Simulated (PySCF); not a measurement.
**C2H2FS− (SMILES C=C(F)[S-]) at SOS-MP2/6-311G(d) (Cartesian functions)**

What is the energy change on altering one bond length of C2H2FS− at SOS-MP2/6-311G* (Cartesian functions)? Input form: a Python script.

The calculation is run with PySCF 2.14.0.

1 further run of the same task is left out (set aside as unsound or not needed).

### Step 1. The structure to begin with

The species is C2H2FS− (6 atoms), meant as a singlet with charge -1. As SMILES, `C=C(F)[S-]`. Geometry: relaxed at GFN2-xTB.

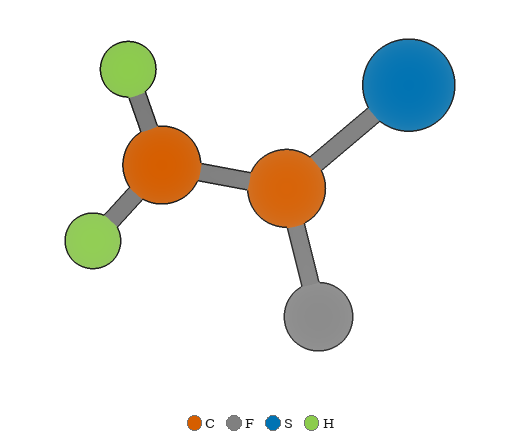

Viewed from a chosen angle; carbon orange, fluorine grey, sulfur blue, hydrogen green.

### Step 2. A single-point energy at SOS-MP2/6-311G(d) (Cartesian functions)

The input, input.xyz:

```xyz
6
C2H2FS
C     -0.134120     0.748510     0.017720
C      0.106370    -0.569060    -0.000420
F      0.607450    -1.090970     1.196540
S     -0.110620    -1.670340    -1.255710
H     -0.520330     1.238760    -0.856410
H      0.051250     1.343090     0.898280
```

The input, job.py:

```python
# C=C(F)[S-]
from pyscf import gto, scf, mp

system = gto.M(
    atom='input.xyz',
    cart=True,
    basis='6-311g*',
    verbose=4,
    charge=-1,
    max_memory=1860,
)

myscf = scf.RHF(system)
myscf.kernel()

pt = mp.MP2(myscf, frozen=8).run()
e_tot = myscf.e_tot + 1.3 * pt.e_corr_os
print(f'total energy: {e_tot:.8f} hartree')
```

Run with:

```console
$ OMP_NUM_THREADS=1 python job.py
```

The log of the run:

```text
PySCF version 2.14.0

[INPUT] num. atoms = 6
[INPUT] num. electrons = 40
[INPUT] charge = -1
[INPUT] spin (= nelec alpha-beta = 2S) = 0
[INPUT] symmetry False subgroup None
[INPUT] Mole.unit = angstrom
[INPUT] Cartesian GTO integrals (6d 10f)
[INPUT] Symbol           X                Y                Z      unit          X                Y                Z       unit  Magmom
[INPUT]  1 C     -0.134120000000   0.748510000000   0.017720000000 AA   -0.253450067827   1.414478901498   0.033485946927 Bohr   0.0
[INPUT]  2 C      0.106370000000  -0.569060000000  -0.000420000000 AA    0.201010167870  -1.075367548445  -0.000793684972 Bohr   0.0
[INPUT]  3 F      0.607450000000  -1.090970000000   1.196540000000 AA    1.147914134367  -2.061634510117   2.261132897087 Bohr   0.0
[INPUT]  4 S     -0.110620000000  -1.670340000000  -1.255710000000 AA   -0.209041503899  -3.156485134906  -2.372947991878 Bohr   0.0
[INPUT]  5 H     -0.520330000000   1.238760000000  -0.856410000000 AA   -0.983281194395   2.340917134066  -1.618380350339 Bohr   0.0
[INPUT]  6 H      0.051250000000   1.343090000000   0.898280000000 AA    0.096848463884   2.538072260642   1.697503183174 Bohr   0.0

nuclear repulsion = 142.55197308736
number of shells = 42
number of NR pGTOs = 152
number of NR cGTOs = 90
basis = 6-311g*
ecp = {}

******** <class 'pyscf.scf.hf.RHF'> ********
method = RHF
initial guess = minao
damping factor = 0
level_shift factor = 0
DIIS = <class 'pyscf.scf.diis.CDIIS'>
diis_start_cycle = 1
diis_space = 8
diis_damp = 0
SCF conv_tol = 1e-09
SCF conv_tol_grad = None
SCF max_cycles = 50
direct_scf = True
direct_scf_tol = 1e-13
Set gradient conv threshold to 3.16228e-05
Initial guess from minao.
init E= -574.319333641016
  HOMO = -0.20413634649137  LUMO = 0.0892880557677526  gap/eV = 7.98448
cycle= 1 E= -573.824146641419  delta_E= 0.495  |g|= 0.586  |ddm|= 2.03
  HOMO = -0.0708886182214124  LUMO = 0.318312475744521  gap/eV = 10.59070
cycle= 2 E= -573.889490962955  delta_E= -0.0653  |g|= 0.358  |ddm|= 0.745
  HOMO = -0.0853354541287842  LUMO = 0.330545636299684  gap/eV = 11.31670
cycle= 3 E= -573.912096132834  delta_E= -0.0226  |g|= 0.0546  |ddm|= 0.292
  HOMO = -0.0987335103747859  LUMO = 0.333982805010094  gap/eV = 11.77481
cycle= 4 E= -573.913393425123  delta_E= -0.0013  |g|= 0.0171  |ddm|= 0.0848
  HOMO = -0.0944183024516774  LUMO = 0.333379728281503  gap/eV = 11.64098
cycle= 5 E= -573.9135285822  delta_E= -0.000135  |g|= 0.00589  |ddm|= 0.0348
  HOMO = -0.0949080478116548  LUMO = 0.333421271820407  gap/eV = 11.65543
cycle= 6 E= -573.913547869571  delta_E= -1.93e-05  |g|= 0.00204  |ddm|= 0.0127
  HOMO = -0.0950183753525159  LUMO = 0.33328352616562  gap/eV = 11.65469
cycle= 7 E= -573.913551364035  delta_E= -3.49e-06  |g|= 0.00055  |ddm|= 0.00736
  HOMO = -0.0949868416108965  LUMO = 0.333335411535324  gap/eV = 11.65524
cycle= 8 E= -573.913551577876  delta_E= -2.14e-07  |g|= 0.000178  |ddm|= 0.00163
  HOMO = -0.0950120208291115  LUMO = 0.333327558538694  gap/eV = 11.65571
cycle= 9 E= -573.913551599741  delta_E= -2.19e-08  |g|= 4.3e-05  |ddm|= 0.000564
  HOMO = -0.0950175106191719  LUMO = 0.333327322675508  gap/eV = 11.65586
cycle= 10 E= -573.913551601783  delta_E= -2.04e-09  |g|= 1.21e-05  |ddm|= 0.00017
  HOMO = -0.0950172393553679  LUMO = 0.33332628951987  gap/eV = 11.65582
cycle= 11 E= -573.913551601933  delta_E= -1.51e-10  |g|= 2.04e-06  |ddm|= 5.15e-05
  HOMO = -0.0950172987133616  LUMO = 0.33332618724692  gap/eV = 11.65582
Extra cycle  E= -573.913551601937  delta_E= -3.75e-12  |g|= 1.23e-06  |ddm|= 4.32e-06
converged SCF energy = -573.913551601937

******** <class 'pyscf.mp.mp2.RMP2'> ********
nocc = 12, nmo = 82
frozen orbitals 8
E(RMP2) = -574.525367576387  E_corr = -0.611815974450463
E(SCS-RMP2) = -574.507387707823  E_corr = -0.593836105886363
E_corr(same-spin) = -0.161934303985607
E_corr(oppo-spin) = -0.449881670464856
total energy: -574.49839777 hartree
```

It took 2.1 s on 1 thread of Arm Neoverse V1, shared host; peak memory 0.21 GiB.

### Step 3. The distorted shape, same level

The input, start.xyz:

```xyz
6

C     -0.155819     0.638382    -0.107809
C      0.084671    -0.679188    -0.125949
F      0.585751    -1.201098     1.071011
S     -0.110620    -1.670340    -1.255710
H     -0.542029     1.128632    -0.981939
H      0.029551     1.232962     0.772751
```

The input, job.py:

```python
from pyscf import gto, mp

molecule = gto.M(
    atom='start.xyz',
    spin=0,
    basis='6-311g*',
    charge=-1,
    cart=True,
    verbose=4,
    max_memory=1860,
)

hf = molecule.RHF()
hf.kernel()

pt = mp.MP2(hf, frozen=8).run()
etot = hf.e_tot + 1.3 * pt.e_corr_os
print('Final energy', etot)
```

Run with:

```console
$ OMP_NUM_THREADS=1 python job.py
```

The log of the run:

```text
PySCF version 2.14.0

[INPUT] num. atoms = 6
[INPUT] num. electrons = 40
[INPUT] charge = -1
[INPUT] spin (= nelec alpha-beta = 2S) = 0
[INPUT] symmetry False subgroup None
[INPUT] Mole.unit = angstrom
[INPUT] Cartesian GTO integrals (6d 10f)
[INPUT] Symbol           X                Y                Z      unit          X                Y                Z       unit  Magmom
[INPUT]  1 C     -0.155819000000   0.638382000000  -0.107809000000 AA   -0.294455235004   1.206367142852  -0.203729483763 Bohr   0.0
[INPUT]  2 C      0.084671000000  -0.679188000000  -0.125949000000 AA    0.160005000693  -1.283479307091  -0.238009115663 Bohr   0.0
[INPUT]  3 F      0.585751000000  -1.201098000000   1.071011000000 AA    1.106908967190  -2.269746268763   2.023917466397 Bohr   0.0
[INPUT]  4 S     -0.110620000000  -1.670340000000  -1.255710000000 AA   -0.209041503899  -3.156485134906  -2.372947991878 Bohr   0.0
[INPUT]  5 H     -0.542029000000   1.128632000000  -0.981939000000 AA   -1.024286361572   2.132805375420  -1.855595781029 Bohr   0.0
[INPUT]  6 H      0.029551000000   1.232962000000   0.772751000000 AA    0.055843296707   2.329960501996   1.460287752484 Bohr   0.0

nuclear repulsion = 148.967785072793
number of shells = 42
number of NR pGTOs = 152
number of NR cGTOs = 90
basis = 6-311g*
ecp = {}

******** <class 'pyscf.scf.hf.RHF'> ********
method = RHF
initial guess = minao
damping factor = 0
level_shift factor = 0
DIIS = <class 'pyscf.scf.diis.CDIIS'>
diis_start_cycle = 1
diis_space = 8
diis_damp = 0
SCF conv_tol = 1e-09
SCF conv_tol_grad = None
SCF max_cycles = 50
direct_scf = True
direct_scf_tol = 1e-13
Set gradient conv threshold to 3.16228e-05
[... 1 set-up line as earlier in the session ...]
init E= -574.669297122479
  HOMO = -0.192019664143146  LUMO = 0.084042739026043  gap/eV = 7.51204
cycle= 1 E= -573.806186276259  delta_E= 0.863  |g|= 0.55  |ddm|=  2.1
  HOMO = -0.0661061622758018  LUMO = 0.332252638316827  gap/eV = 10.83990
cycle= 2 E= -573.864750325475  delta_E= -0.0586  |g|= 0.316  |ddm|= 0.674
  HOMO = -0.0721497709515637  LUMO = 0.341341076870866  gap/eV = 11.25166
cycle= 3 E= -573.880488538324  delta_E= -0.0157  |g|= 0.0542  |ddm|= 0.232
  HOMO = -0.0847550272249797  LUMO = 0.343465456813468  gap/eV = 11.65247
cycle= 4 E= -573.881647918928  delta_E= -0.00116  |g|= 0.0164  |ddm|= 0.0796
  HOMO = -0.0809944406809363  LUMO = 0.343249367965558  gap/eV = 11.54426
cycle= 5 E= -573.881766634049  delta_E= -0.000119  |g|= 0.00529  |ddm|= 0.033
  HOMO = -0.08130601903299  LUMO = 0.343147849798656  gap/eV = 11.54998
cycle= 6 E= -573.881782759971  delta_E= -1.61e-05  |g|= 0.00175  |ddm|= 0.0127
  HOMO = -0.08140357794959  LUMO = 0.343084039799385  gap/eV = 11.55090
cycle= 7 E= -573.881785140209  delta_E= -2.38e-06  |g|= 0.00042  |ddm|= 0.00668
  HOMO = -0.0813551745354676  LUMO = 0.343129944001487  gap/eV = 11.55083
cycle= 8 E= -573.88178523149  delta_E= -9.13e-08  |g|= 0.000136  |ddm|= 0.00115
  HOMO = -0.0813756767046549  LUMO = 0.343129383747851  gap/eV = 11.55137
cycle= 9 E= -573.881785240394  delta_E= -8.9e-09  |g|= 3.17e-05  |ddm|= 0.000359
  HOMO = -0.0813787624906368  LUMO = 0.343132213515591  gap/eV = 11.55153
cycle= 10 E= -573.881785241268  delta_E= -8.74e-10  |g|= 1.2e-05  |ddm|= 0.000111
  HOMO = -0.0813783412262314  LUMO = 0.343133529631736  gap/eV = 11.55156
Extra cycle  E= -573.881785241355  delta_E= -8.65e-11  |g|= 5.56e-06  |ddm|= 2.76e-05
converged SCF energy = -573.881785241355

******** <class 'pyscf.mp.mp2.RMP2'> ********
nocc = 12, nmo = 82
frozen orbitals 8
E(RMP2) = -574.496827403354  E_corr = -0.615042161999839
E(SCS-RMP2) = -574.477145012322  E_corr = -0.59535977096794
E_corr(same-spin) = -0.164643257806
E_corr(oppo-spin) = -0.450398904193839
Final energy -574.4673038168065
```

It took 2 s on 1 thread of Arm Neoverse V1, shared host; peak memory 0.21 GiB.

### Step 4. Summary of results

At SOS-MP2/6-311G* (Cartesian functions), 8 core orbitals frozen:

```
                                                              quantity          value
                                             first shape: total energy  -574.49840 Eh
                      first shape: HOMO energy (Hartree–Fock orbitals)       -2.59 eV
                      first shape: LUMO energy (Hartree–Fock orbitals)        9.07 eV
    first shape: HOMO–LUMO gap (to an unbound level, set by the basis)       11.66 eV
              first shape: correlation energy (8 core orbitals frozen)     -584.8 mEh
                                         distorted shape: total energy  -574.46730 Eh
                  distorted shape: HOMO energy (Hartree–Fock orbitals)       -2.21 eV
                  distorted shape: LUMO energy (Hartree–Fock orbitals)        9.34 eV
distorted shape: HOMO–LUMO gap (to an unbound level, set by the basis)       11.55 eV
          distorted shape: correlation energy (8 core orbitals frozen)     -585.5 mEh
     energy change with the C2–S4 bond shortened from 1.684 to 1.516 Å       0.846 eV
```

**Reading.** With the C2–S4 bond shortened from 1.684 to 1.516 Å the energy rises by 0.85 eV (19.5 kcal/mol). The first shape isn't relaxed at this level, so the change isn't measured from a minimum. Mulliken charges (first shape) of the mean-field density run from -0.62 on S4 to +0.27 on C2; they depend strongly on the basis. Mulliken charges (distorted shape) of the mean-field density run from -0.66 on C1 to +0.28 on C2.
